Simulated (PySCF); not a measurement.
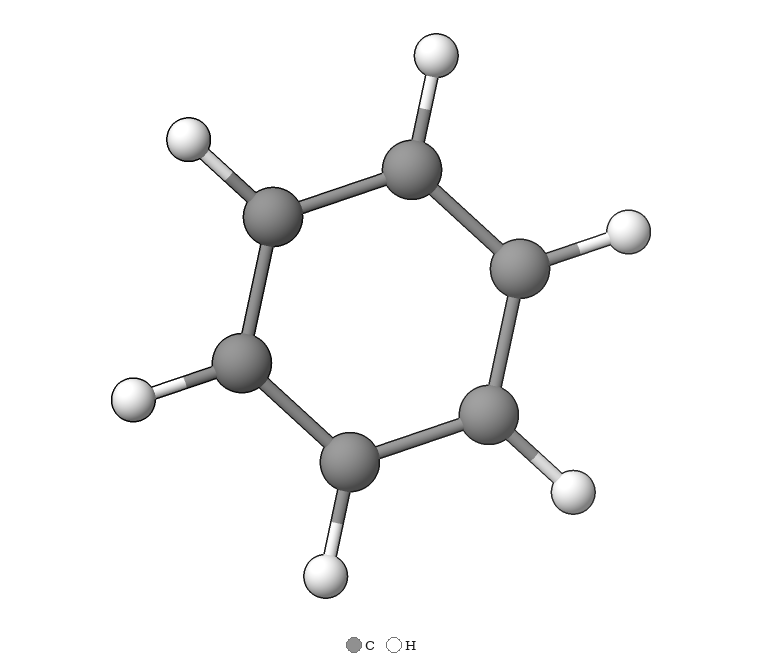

Ball-and-stick drawing of a structure.

> Which formula does it have?

C₆H₆, 12 atoms: 6 carbon and 6 hydrogen.

> How many bonds of each kind are drawn?

6 C–C, 6 C–H.

The parts below concern this one geometry. Atoms keep their numbers from picture to picture. Computed geometry: PBE0-D3(BJ)/def2-TZVP optimisation. No frequency run is at hand to confirm it as a minimum.

**Shape**

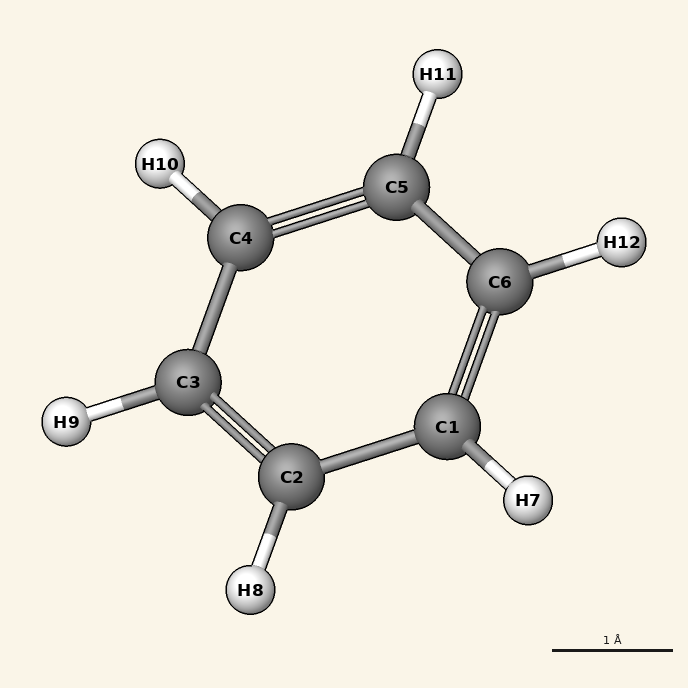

Numbered structure. No frequency run is at hand to confirm it as a minimum.

Which atoms are bonded, and how long are the bonds?

```json
{"bond": "C1–C2", "length (Å)": "1.388", "order": "aromatic"}
{"bond": "C1–C6", "length (Å)": "1.388", "order": "aromatic"}
{"bond": "C1–H7", "length (Å)": "1.084", "order": "single"}
{"bond": "C2–C3", "length (Å)": "1.388", "order": "aromatic"}
{"bond": "C2–H8", "length (Å)": "1.084", "order": "single"}
{"bond": "C3–C4", "length (Å)": "1.388", "order": "aromatic"}
{"bond": "C3–H9", "length (Å)": "1.084", "order": "single"}
{"bond": "C4–C5", "length (Å)": "1.388", "order": "aromatic"}
{"bond": "C4–H10", "length (Å)": "1.084", "order": "single"}
{"bond": "C5–C6", "length (Å)": "1.388", "order": "aromatic"}
{"bond": "C5–H11", "length (Å)": "1.084", "order": "single"}
{"bond": "C6–H12", "length (Å)": "1.084", "order": "single"}
```

**Ring current**

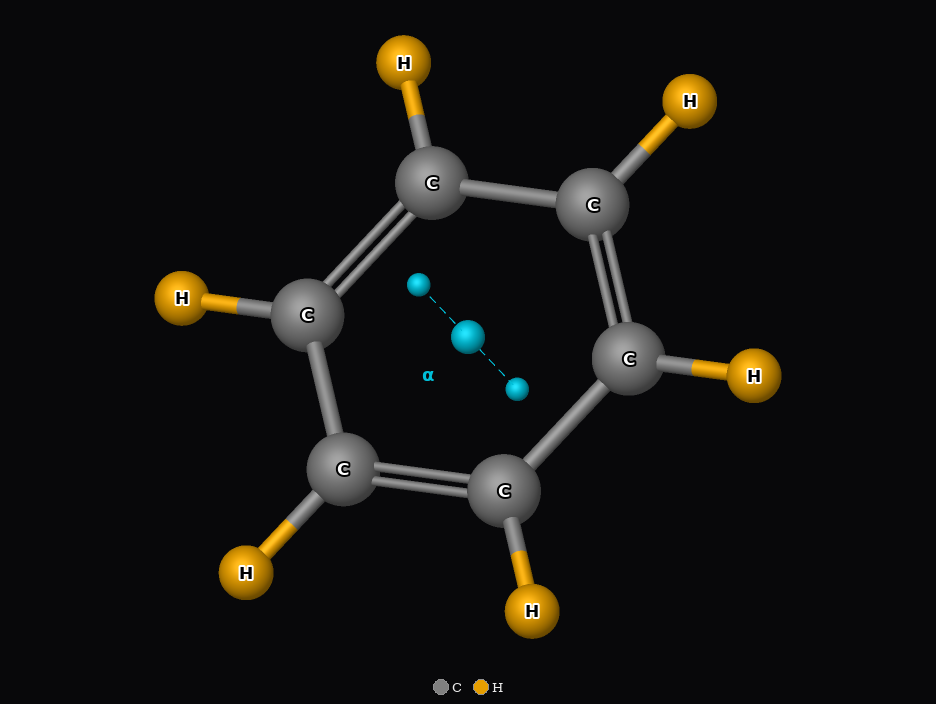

The small points mark where nucleus-independent chemical shifts (NICS) were computed: at the centre of each lettered ring and 1 Å above and below it. No frequency run is at hand to confirm it as a minimum. Level of theory: GIAO KT3/pcSseg-2 NMR shielding, non-relativistic, gas phase (PySCF 2.14.0).

Give NICS(0), NICS(1) and the out-of-plane component NICS(1)zz for each ring (means of the two sides).

```
ring  members  NICS(0)  NICS(1)  NICS(1)zz
   α       C6     −8.3     −9.8      −29.1
```

Values in ppm.

> What do the values say about the ring currents?

Ring α: diatropic, as in an aromatic ring. NICS is one index among several.

**Electronic properties**

No frequency run is at hand to confirm it as a minimum. Properties computed with B97-2/pcSseg-2, gas phase (PySCF 2.14.0).

> What is the HOMO–LUMO gap?

6.81 eV.

> What is the HOMO energy (Kohn–Sham orbital)?

−7.07 eV.

**NMR shielding**

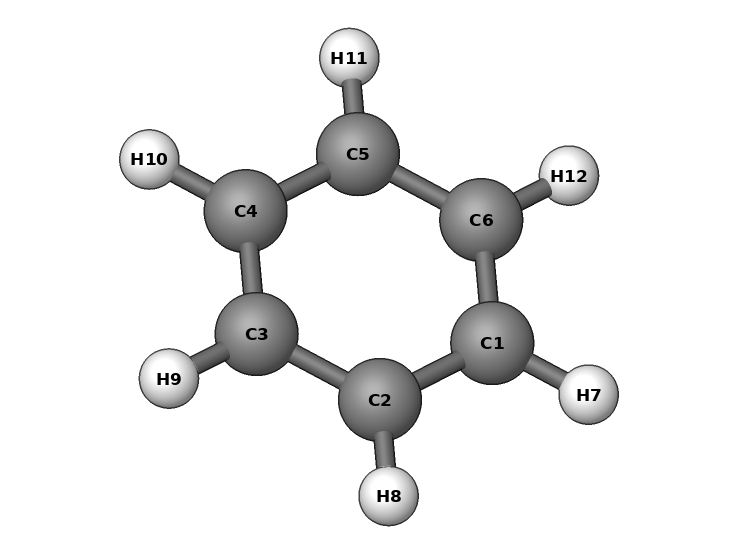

No frequency run is at hand to confirm it as a minimum. Method: GIAO ωB97X-D/pcSseg-2 NMR shielding, non-relativistic, gas phase (PySCF 2.14.0). Principal shieldings σ11 ≤ σ22 ≤ σ33, span Ω = σ33 − σ11, skew κ = 3(σiso − σ22)/Ω.

Give the shielding tensors of the C atoms.

```tsv
atom	σ11	σ22	σ33	σiso	Ω	κ
C1, C2, C3…	−71.8	33.9	177.7	46.6	249.5	0.15
```

Shieldings and span in ppm.
